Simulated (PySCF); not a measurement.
# HfFOH: relaxation and vibrations of the singlet

The task is one start of a wider search on HfFOH: the singlet, from a bent start. It is relaxed, tested by its Hessian and followed downhill if it is a saddle.

Program: PySCF 2.14.0. Level of theory: PBE0, basis Hf def2-TZVP with ECP60, F def2-TZVP, O def2-TZVP, H def2-TZVP, scalar-relativistic core potentials, no spin–orbit coupling, density fitting. These are calculated values, not measurements.

## (1) The system as given

4 atoms, charge 0, spin multiplicity 1.

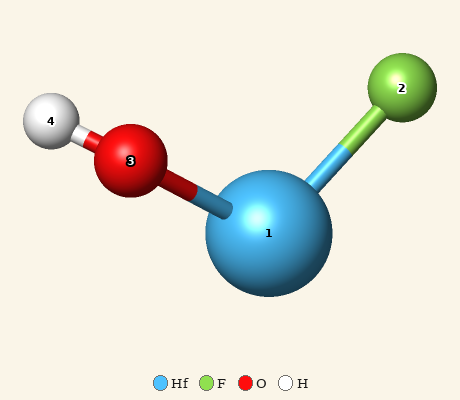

The starting geometry (hafnium blue, fluorine green, oxygen red, hydrogen white); atoms are numbered from 1 in the order of the file.

```xyz
4
charge 0 multiplicity 1
Hf    0.0000    0.0000    0.0000
F     1.7694    0.0000    1.2389
O    -1.7612    0.0000    1.2332
H    -2.2667    0.7354    1.5871
```

## (2) Finding the electronic state

One driver script runs all steps and calls PySCF; scf.py shows how it sets up the SCF of each step. The optimiser is the driver's own. After this first run the driver tries any further starts and a stability analysis.

scf.py reads:

```python
from pyscf import gto, scf, dft
mol = gto.M(atom='''
Hf     0.000000     0.000000     0.000000
F      1.769400     0.000000     1.238900
O     -1.761200     0.000000     1.233200
H     -2.266700     0.735400     1.587100''',
    basis={'Hf': 'def2-TZVP', 'F': 'def2-TZVP', 'O': 'def2-TZVP', 'H': 'def2-TZVP'},
    ecp={'Hf': 'def2-TZVP'},
    charge=0, spin=0)
mf = dft.RKS(mol, xc='PBE0')
mf.grids.atom_grid = (50, 194)
aux = {'Hf': 'def2-universal-JKFIT', 'F': 'def2-universal-JKFIT', 'O': 'def2-universal-JKFIT', 'H': 'def2-universal-JKFIT'}
mf = mf.density_fit(auxbasis=aux)
mf.conv_tol = 1e-08
mf.diis_space = 10
mf.max_cycle = 60
mf.init_guess = 'minao'
mf.verbose = 4
mf.kernel()
```

Started as:

```bash
> OMP_NUM_THREADS=4 python axn.py task.json out
```

What it wrote, cut to the lines that bear on the results:

```text
[... the frontier levels of the middle cycles are left out ...]
init E= -205.287767719623
  HOMO = -0.324432385613676  LUMO = -0.272805556520358  gap/eV = 1.40484
cycle= 1 E= -223.382281032135  delta_E= -18.1  |g|= 1.05  |ddm|=  5.1
  HOMO = -0.151892546427227  LUMO = -0.125089880126694  gap/eV = 0.72934
cycle= 2 E= -220.356077929817  delta_E= 3.03  |g|= 4.02  |ddm|= 2.15
  HOMO = -0.168334926549548  LUMO = -0.0527447200890022  gap/eV = 3.14537
cycle= 3 E= -223.566446138861  delta_E= -3.21  |g|= 0.335  |ddm|= 1.94
cycle= 4 E= -223.587502444053  delta_E= -0.0211  |g|= 0.162  |ddm|= 0.751
cycle= 5 E= -223.594314069822  delta_E= -0.00681  |g|= 0.0366  |ddm|= 0.207
cycle= 6 E= -223.594568060068  delta_E= -0.000254  |g|= 0.0187  |ddm|= 0.0397
cycle= 7 E= -223.594628298237  delta_E= -6.02e-05  |g|= 0.0089  |ddm|= 0.0168
cycle= 8 E= -223.594645115195  delta_E= -1.68e-05  |g|= 0.0012  |ddm|= 0.00898
cycle= 9 E= -223.594646313766  delta_E= -1.2e-06  |g|= 0.000526  |ddm|= 0.00494
cycle= 10 E= -223.59464654477  delta_E= -2.31e-07  |g|= 0.000223  |ddm|= 0.00195
cycle= 11 E= -223.594646604037  delta_E= -5.93e-08  |g|= 5e-05  |ddm|= 0.00127
cycle= 12 E= -223.594646606424  delta_E= -2.39e-09  |g|= 2.16e-05  |ddm|= 0.000213
  HOMO = -0.21712807926329  LUMO = -0.110264806375573  gap/eV = 2.90790
Extra cycle  E= -223.594646606583  delta_E= -1.59e-10  |g|= 2.29e-05  |ddm|= 7.12e-05
converged SCF energy = -223.594646606583
```

This step, with its further starts and checks, took 3.8 s on 4 threads of AMD EPYC 9R45 (Zen 5), shared host.

Energies from each starting density:

```
                      start  energy (Eh)
    the minimal-basis guess  -223.594647
a thermally smeared density  -223.594647
      a smeared PBE density  -223.594647
```

No lower closed-shell solution turned up from the other starts or in the test of internal stability.

## (3) Bent start, singlet: relaxation

The program finds C1 symmetry in the start. Threshold on the gradient: 0.0003 Eh/bohr, with a further test on the energy change.

scf.py, as its differences from that of step 2:

```diff
@@ -3,4 +3,4 @@
-Hf     0.000000     0.000000     0.000000
-F      1.769400     0.000000     1.238900
-O     -1.761200     0.000000     1.233200
-H     -2.266700     0.735400     1.587100''',
+Hf    -0.014638    -0.003432    -0.207743
+F      1.754762    -0.003432     1.031157
+O     -1.775838    -0.003432     1.025457
+H     -2.281338     0.731968     1.379357''',
@@ -17 +16,0 @@
-mf.init_guess = 'minao'
```

Energy and gradient, step by step:

```
step  energy (Eh)  change (kJ/mol)  largest gradient (Eh/bohr)
   0  -223.594647             0.00                     0.10468
   1  -223.638444          -114.99                     0.05436
   2  -223.642645          -126.02                     0.05298
   3  -223.649234          -143.32                     0.00846
   4  -223.649608          -144.30                     0.02007
   5  -223.650654          -147.05                     0.00780
   6  -223.651723          -149.85                     0.00763
   7  -223.652500          -151.89                     0.00733
   8  -223.652996          -153.20                     0.00493
   9  -223.653125          -153.53                     0.00263
  10  -223.653166          -153.64                     0.00377
  11  -223.653191          -153.71                     0.00064
  12  -223.653194          -153.72                     0.00015
  13  -223.653195          -153.72                     0.00019
```

The walk took 17 s.

Geometry (Å) and forces (eV/Å) at some steps:

```
step 0
Hf  -0.015  -0.003  -0.208  -0.090   0.049   5.381
F    1.755  -0.003   1.031  -3.263   0.009  -2.664
O   -1.776  -0.003   1.025   3.246  -0.141  -2.673
H   -2.281   0.732   1.379   0.107   0.083  -0.044
step 1
Hf  -0.014   0.000  -0.077  -0.212  -0.037   2.796
F    1.666   0.001   0.967  -1.821   0.021  -1.330
O   -1.723   0.001   0.970   1.613   0.591  -1.208
H   -2.246   0.720   1.368   0.421  -0.575  -0.258
step 7
Hf  -0.010  -0.121   0.072  -0.130  -0.129  -0.104
F    1.666   0.052   0.907   0.158   0.052   0.077
O   -1.742   0.162   0.781  -0.157   0.375   0.300
H   -2.231   0.628   1.468   0.129  -0.298  -0.273
step 13
Hf  -0.002  -0.154   0.118   0.003   0.016   0.006
F    1.722   0.047   0.865  -0.005  -0.020   0.003
O   -1.721   0.251   0.787  -0.001   0.005  -0.004
H   -2.317   0.577   1.458   0.003  -0.001  -0.005
```

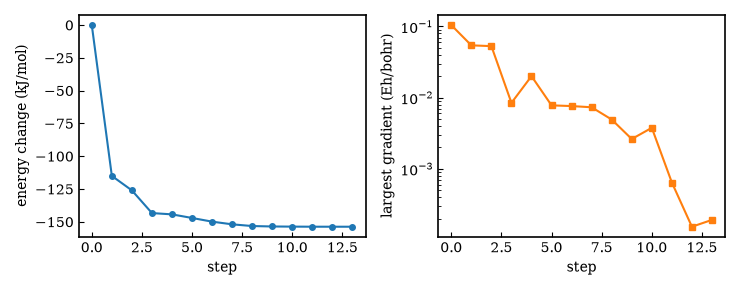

Energy and largest gradient along the walk.

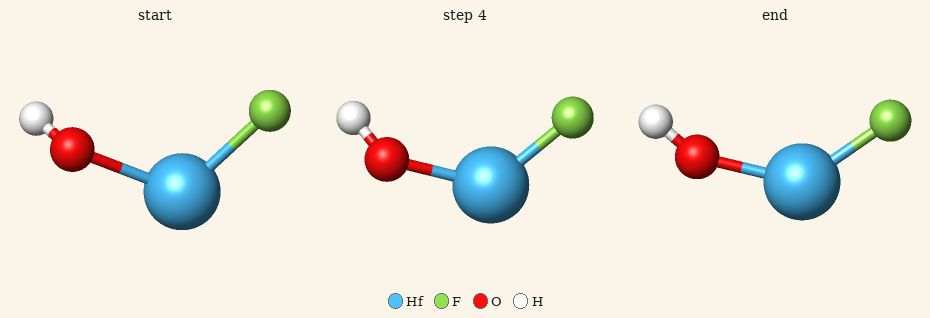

The geometry along the walk, at one scale.

After 13 steps and 153.7 kJ/mol it ends at Cs: Hf–F 1.890 Å, Hf–O 1.888 Å, O–H 0.955 Å; F–Hf–O 131.9°, H–O–Hf 152.9°.

## (4) Frequencies

On the finer grid the gradient is checked again; gradients at displacements of ±0.02 bohr then give force constants and infrared intensities.

scf.py, as its differences from that of step 3:

```diff
@@ -3,4 +3,4 @@
-Hf    -0.014638    -0.003432    -0.207743
-F      1.754762    -0.003432     1.031157
-O     -1.775838    -0.003432     1.025457
-H     -2.281338     0.731968     1.379357''',
+Hf    -0.013539    -0.050930    -0.121383
+F      1.710930     0.149880     0.625751
+O     -1.732303     0.353025     0.547915
+H     -2.328535     0.680096     1.217645''',
@@ -11 +11 @@
-mf.grids.atom_grid = (50, 194)
+mf.grids.atom_grid = (75, 302)
@@ -14 +14 @@
-mf.conv_tol = 1e-08
+mf.conv_tol = 1e-10
```

The driver hands on the density of the step before, so the log starts near convergence.

SCF at the final geometry:

```text
init E= -223.653331455248
  HOMO = -0.193437615736531  LUMO = -0.0766559826040748  gap/eV = 3.17779
cycle= 1 E= -223.653331455215  delta_E= 3.25e-11  |g|= 1.68e-05  |ddm|= 1.72e-05
  HOMO = -0.193437228086371  LUMO = -0.0766551780980368  gap/eV = 3.17780
cycle= 2 E= -223.653331455095  delta_E= 1.21e-10  |g|= 3.13e-05  |ddm|= 2.45e-05
  HOMO = -0.193437435737621  LUMO = -0.0766555701121557  gap/eV = 3.17780
cycle= 3 E= -223.653331455266  delta_E= -1.71e-10  |g|= 2.07e-06  |ddm|= 1.47e-05
  HOMO = -0.193437457570774  LUMO = -0.0766556320469763  gap/eV = 3.17780
cycle= 4 E= -223.653331455267  delta_E= -6.82e-13  |g|= 1.67e-07  |ddm|= 2.08e-06
  HOMO = -0.193437466507373  LUMO = -0.0766556440321834  gap/eV = 3.17780
Extra cycle  E= -223.653331455267  delta_E= -8.53e-13  |g|= 3.11e-07  |ddm|= 2.86e-07
converged SCF energy = -223.653331455267
```

The whole step took 30 s.

Geometry: Cs; Hf–F 1.890 Å, Hf–O 1.888 Å, O–H 0.954 Å; F–Hf–O 131.9°, H–O–Hf 153.0°.

Modes, for the most abundant isotopes:

```csv
symmetry,ω (cm⁻¹),IR (km/mol),μ (u)
a',92,2.7,8.10
a'',398,94.4,1.18
a',420,130,1.19
a',649,85.4,19.15
a',724,47.4,7.92
a',3982,262,1.07
```

Every mode is real; the point is a minimum.

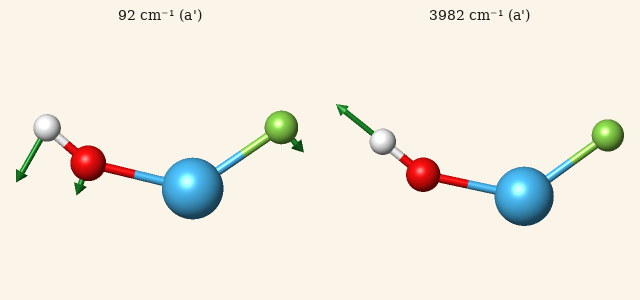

How the atoms move in 2 of the modes.

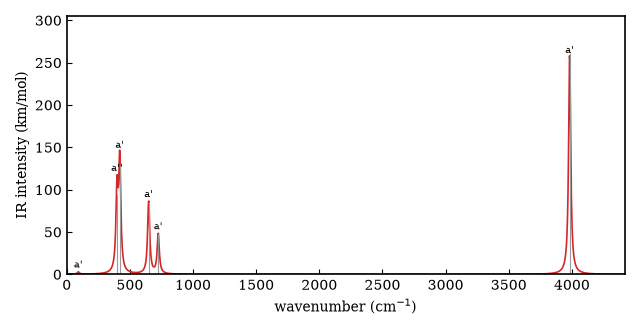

The harmonic infrared spectrum (widths in cm⁻¹). Lines are broadened to a width of 20 cm⁻¹ (Lorentzian).

Properties at this point:

| Item | Value |
| --- | --- |
| Dipole moment | 2.06 D |
| Highest occupied level | -5.26 eV |
| Lowest empty level | -2.09 eV |
| Rotational constants | 0.8732, 0.1539, 0.1308 cm⁻¹ |
| Zero-point energy | 37.5 kJ/mol |
| Principal polarisabilities | 60.2, 76.2, 81.7 bohr³ |
| Atomisation energy without zero-point energy | 1614 kJ/mol |
| Principal traceless quadrupole moments about the centre of mass | -6.93, -2.38, 9.32 D Å |
| Entropy at 298.15 K and 1 bar | 302.1 J/(mol K) |
| Heat capacity Cp at 298.15 K | 60.8 J/(mol K) |
| Enthalpy at 298.15 K above 0 K | 14.09 kJ/mol |
| Rotational symmetry number | 1 |

Populations by atom (charges in e):

```tsv
atom	Mulliken	Löwdin	polar tensor	Mayer order to Hf1
Hf1	0.70	0.36	0.81	–
F2	-0.40	-0.23	-0.47	1.03
O3	-0.63	-0.28	-0.70	1.17
H4	0.34	0.16	0.36	0.03
```

Outer orbital energies (eV). occupied: -27.62, -14.92, -12.42, -11.99, -11.89, -10.44, -10.34, -5.26; empty: -2.09, -2.08, -0.43, -0.36.

Mulliken populations on Hf1 (outside its core potential): s 3.57, p 6.22, d 1.40, f 0.11.

## (5) The broken-symmetry singlet

A stability analysis found the closed shell of the lowest minimum unstable towards spin polarisation, so the unrestricted solution is followed.

The program finds Cs symmetry in the start, which may break. Threshold on the gradient: 0.0003 Eh/bohr, with a further test on the energy change.

scf.py, as its differences from that of step 4:

```diff
@@ -3,4 +3,4 @@
-Hf    -0.013539    -0.050930    -0.121383
-F      1.710930     0.149880     0.625751
-O     -1.732303     0.353025     0.547915
-H     -2.328535     0.680096     1.217645''',
+Hf    -0.013603    -0.050999    -0.121554
+F      1.710866     0.149812     0.625581
+O     -1.732367     0.352957     0.547745
+H     -2.328599     0.680028     1.217474''',
@@ -10,2 +10,2 @@
-mf = dft.RKS(mol, xc='PBE0')
-mf.grids.atom_grid = (75, 302)
+mf = dft.UKS(mol, xc='PBE0')
+mf.grids.atom_grid = (50, 194)
@@ -14 +14 @@
-mf.conv_tol = 1e-10
+mf.conv_tol = 1e-08
```

The optimiser's trace:

```
step  energy (Eh)  change (kJ/mol)  largest gradient (Eh/bohr)
   0  -223.654766             0.00                     0.00367
   1  -223.654814            -0.13                     0.00051
   2  -223.654818            -0.14                     0.00105
   3  -223.654842            -0.20                     0.00211
   4  -223.654865            -0.26                     0.00140
   5  -223.654904            -0.36                     0.00034
   6  -223.654906            -0.37                     0.00027
```

The walk took 11 s.

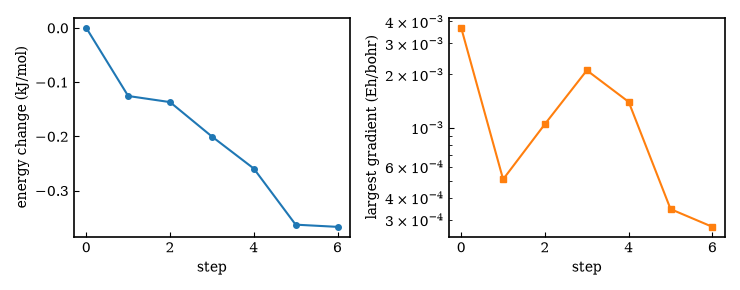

How energy and gradient fall.

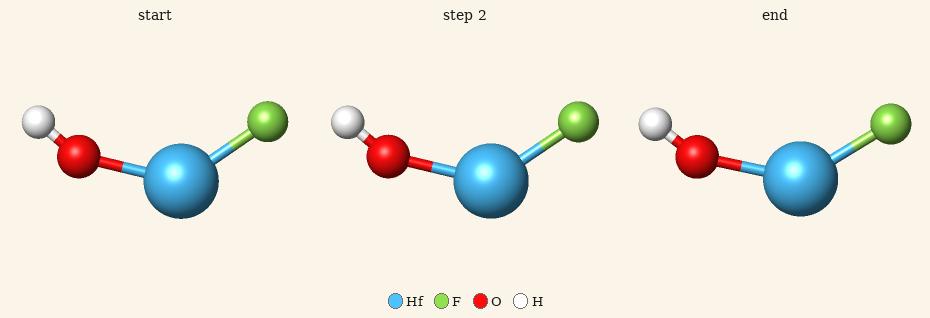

The geometry along the walk, at one scale.

After 6 steps and 0.4 kJ/mol it ends at Cs: Hf–F 1.900 Å, Hf–O 1.898 Å, O–H 0.954 Å; F–Hf–O 136.6°, H–O–Hf 154.0°.

## (6) Vibrations and properties at this point

The same treatment as at the point before.

scf.py, as its differences from that of step 5:

```diff
@@ -3,4 +3,4 @@
-Hf    -0.013603    -0.050999    -0.121554
-F      1.710866     0.149812     0.625581
-O     -1.732367     0.352957     0.547745
-H     -2.328599     0.680028     1.217474''',
+Hf    -0.016538    -0.051145    -0.122662
+F      1.748062     0.117799     0.558210
+O     -1.755680     0.343467     0.522771
+H     -2.387550     0.660035     1.163622''',
@@ -11 +11 @@
-mf.grids.atom_grid = (50, 194)
+mf.grids.atom_grid = (75, 302)
@@ -14 +14 @@
-mf.conv_tol = 1e-08
+mf.conv_tol = 1e-10
```

Log of the central SCF (cycles and frontier levels):

```text
init E= -223.655001698768
[... the frontier-level lines of each cycle are left out ...]
cycle= 1 E= -223.655001698777  delta_E= -9.38e-12  |g|= 2.31e-06  |ddm|= 7.46e-06
Extra cycle  E= -223.655001698781  delta_E= -4.15e-12  |g|= 4.06e-06  |ddm|= 7.09e-06
converged SCF energy = -223.655001698781  <S^2> = 0.38843423  2S+1 = 1.5980416
```

The whole step took 62 s on 4 threads of AMD EPYC 9R45 (Zen 5), shared host.

Geometry: Cs; Hf–F 1.899 Å, Hf–O 1.897 Å, O–H 0.954 Å; F–Hf–O 135.4°, H–O–Hf 154.8°.

Modes, for the most abundant isotopes:

```
ω (cm⁻¹)  IR (km/mol)
      86          2.7
     400         92.9
     420          128
     637         88.0
     708         60.6
    3987          249
```

All wavenumbers are real: a minimum.

Here the density breaks the symmetry of the frame, and no labels are given.

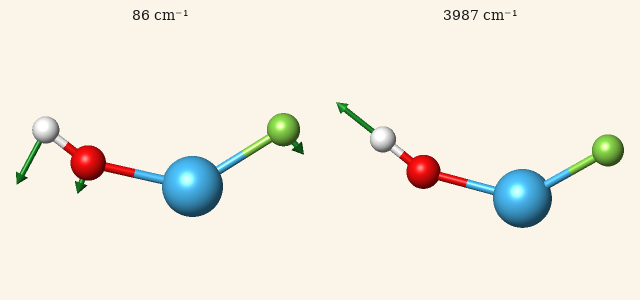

Displacements of 2 of the modes, as arrows (one member where a mode is degenerate).

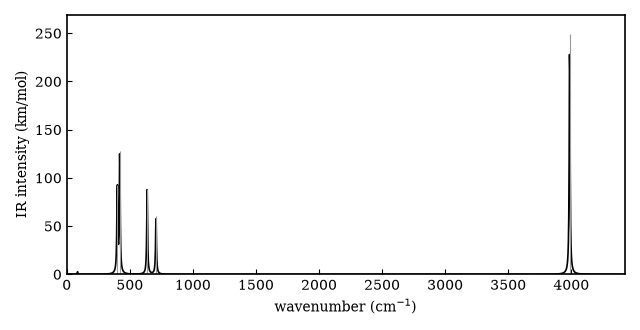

The harmonic infrared spectrum (widths in cm⁻¹). Lines are broadened to a width of 8 cm⁻¹ (Lorentzian).

Properties at this point:

```yaml
Dipole_moment: 2.10 D
Highest_occupied_level: -5.34 eV
Lowest_empty_level: -1.89 eV
Rotational_constants: 0.9959, 0.1484, 0.1291 cm⁻¹
Zero-point_energy: 37.3 kJ/mol
Principal_polarisabilities: 57.4, 73.7, 79.2 bohr³
Atomisation_energy_without_zero-point_energy: 1619 kJ/mol
Principal_traceless_quadrupole_moments_about_the_centre_of_mass: -7.16, -1.67, 8.82 D Å
Entropy_at_298.15_K_and_1_bar: 302.4 J/(mol K)
Heat_capacity_Cp_at_298.15_K: 61.0 J/(mol K)
Enthalpy_at_298.15_K_above_0_K: 14.14 kJ/mol
Rotational_symmetry_number: 1
Spin_squared_⟨S²⟩: 0.388
```

Populations by atom (charges in e):

```csv
atom,Mulliken,Löwdin,polar tensor,spin (Mulliken),Mayer order to Hf1
Hf1,0.73,0.38,0.85,0.00,–
F2,-0.42,-0.25,-0.48,0.00,1.00
O3,-0.65,-0.29,-0.72,0.00,1.14
H4,0.34,0.16,0.35,0.00,0.03
```

Mulliken populations on Hf1 (outside its core potential): s 3.41, p 6.23, d 1.52, f 0.11.

## (7) All stationary points

| spin | group | bonds | imaginary modes (cm⁻¹) | ΔE (kJ/mol) | with zero-point energy |
| --- | --- | --- | --- | --- | --- |
| broken-symmetry (Ms = 0) | Cs (density of lower symmetry) | Hf–F 1.899 Å, Hf–O 1.897 Å, O–H 0.954 Å | none | 0.0 | 0.0 |
| singlet | Cs | Hf–F 1.890 Å, Hf–O 1.888 Å, O–H 0.954 Å | none | 4.4 | 4.5 |

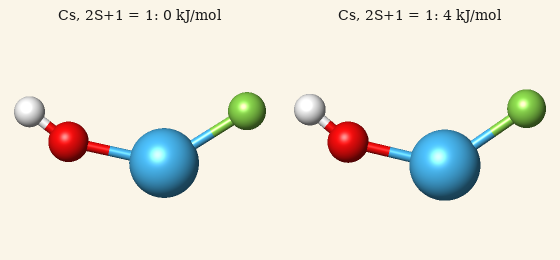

The points, lowest first (hafnium blue, fluorine green, oxygen red, hydrogen white).

## (8) Outcome

| quantity | value |
| --- | --- |
| minimum | broken-symmetry (Ms = 0), Cs |
| geometry | Hf–F 1.899 Å, Hf–O 1.897 Å, O–H 0.954 Å; F–Hf–O 135.4°, H–O–Hf 154.8° |
| wavenumbers (cm⁻¹) | 86, 400, 420, 637, 708, 3987 |
| dipole moment | 2.10 D |
| highest occupied, lowest empty level (either spin) | -5.34, -1.89 eV |
| polar-tensor charge of Hf1 | +0.85 e |
| zero-point energy | 37.3 kJ/mol |
| entropy at 298.15 K | 302.4 J/(mol K) |
| atomisation energy (no zero-point energy) | 1619 kJ/mol |
| ⟨S²⟩ | 0.388 |

In words: The bent start (C1) ends in a minimum of Cs symmetry. The determinant is spin-contaminated (⟨S²⟩ = 0.39 against 0.00), so it is no pure spin state. In the infrared the band at 3987 cm⁻¹ leads. Only this shape and spin were tried, so other structures or states may lie lower. The SCF density has lower symmetry than the nuclear frame. Spin–orbit coupling, left out here, can matter for elements this heavy.

The search up to here took 2.1 min.
